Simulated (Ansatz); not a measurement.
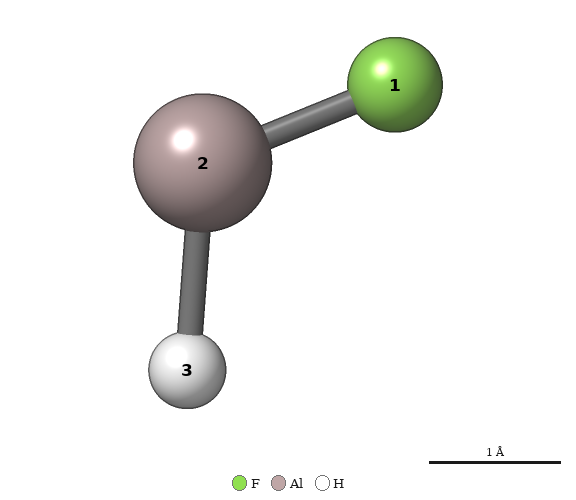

Simulated data, not a measurement (program: Ansatz).

Atoms carry their numbers in the input. The species is neutral and a spin doublet. Geometry: moved along internal coordinates away from the minimum.

**Describe the coordination of atom 2.**

Al2 has 2 neighbours (F1 at 1.60, H3 at 1.61 Å); the arrangement is bent.
